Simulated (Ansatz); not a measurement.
# AlBH₄O···H₂: what the fields show

The calculation's input:

```
crystal:
  periodic: [false, false, false]
  atoms:
    - { symbol: B, position_ang: [0.019381, -0.32742, -0.343961] }
    - { symbol: H, position_ang: [0.075896, 0.060151, 2.020038] }
    - { symbol: H, position_ang: [1.044357, 0.295361, -0.424177] }
    - { symbol: H, position_ang: [-1.045744, 0.222931, -0.481646] }
    - { symbol: O, position_ang: [0.080201, -1.685325, -0.158603] }
    - { symbol: Al, position_ang: [-0.805448, -3.124623, -0.400833] }
    - { symbol: H, position_ang: [-0.038993, -4.460254, -0.105363] }
    - { symbol: H, position_ang: [-2.293598, -3.036827, -0.893147] }
    - { symbol: H, position_ang: [0.125248, -0.614593, 1.790391] }
basis:
  gaussian: { orbitals: def2-SVP }
hamiltonian:
  xc: { name: BHLYP }
  dispersion: d4
relax:
  f_tol: 0.03
  max_steps: 50
output:
  orbitals: {}
```

Launched as:

```sh
ansatz run input.yaml --threads 1 --pin off --max-ram 2048MiB --backend cpu --events-out ev --progress --plain --runs-dir out
```

The fields are those of the run's last geometry, not of the input's.

Method: Ansatz, RKS BHLYP-D4/def2-SVP.

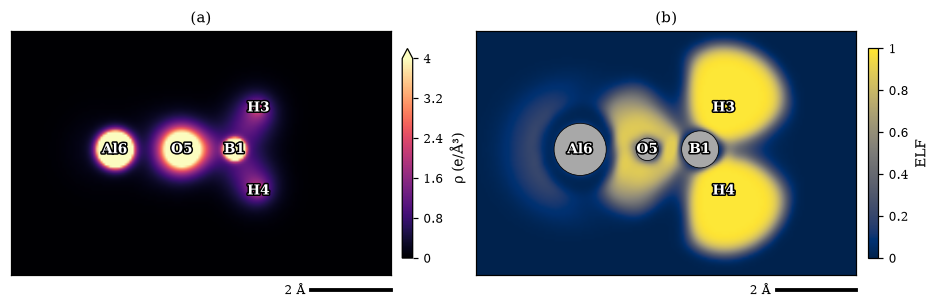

Figure 1. (a) total electron density; (b) ELF on the plane of atoms H3, B1 and O5. Grey discs cover the atomic cores in the ELF map.

Question: What does the map show?

Answer: Atoms in the plane: B, H, O and Al. B–O (1.33 Å): ρ at the midpoint is about 2.2 e/Å³; the ELF peaks at about 0.90 between the atoms: a short, strongly polar bond. Al–O (1.69 Å): ρ is about 0.8 e/Å³ halfway; the ELF peaks at about 0.85 in the valence shell of O, 0.6 Å from its nucleus, and is about 0.35 at the midpoint. B–H (1.21 Å): ρ at the midpoint is about 1.2 e/Å³; the ELF climbs to about 1 towards the hydrogen, as it does in any bond to H; an ordinary covalent bond to hydrogen.

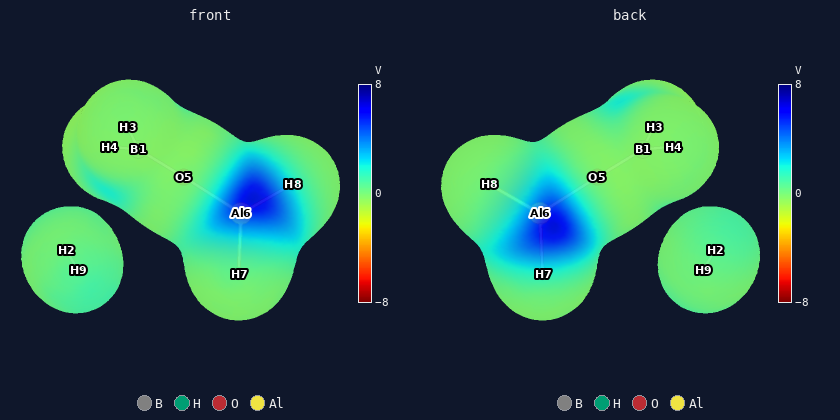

Figure 2. The electrostatic potential painted on the density surface at 0.004 e/bohr³, seen from the front and from behind; the colour scale runs from red (negative) to blue (positive).

Question: Where is the surface potential most negative and most positive?

Answer: The most negative region (about −0.5 V, or −12 kcal/mol for a unit charge) lies over H3 and H4, the most positive (about +6.2 V, or +143 kcal/mol for a unit charge) over Al6.

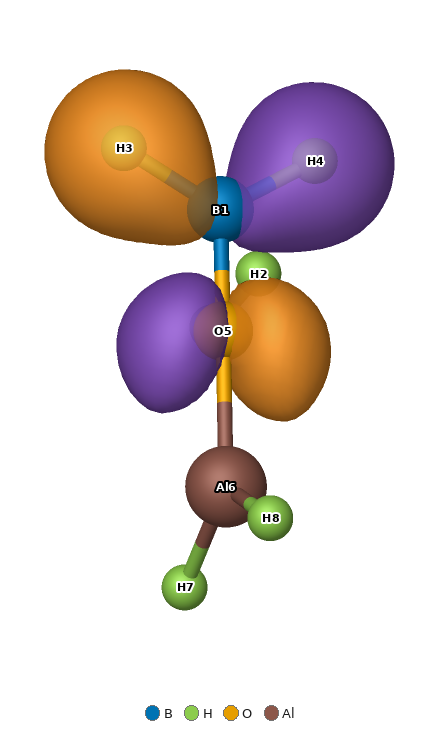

Figure 3. One frontier orbital at ±0.15 Å⁻³ᐟ² (orange and purple are the two phases), seen at an oblique angle.

Question: Which orbital is it: HOMO or LUMO?

Answer: The HOMO, at −9.27 eV. By Hirshfeld shares it lies mainly on O5 (about 30 %), B1 (about 25 %), H3 (about 20 %) and H4 (about 20 %).
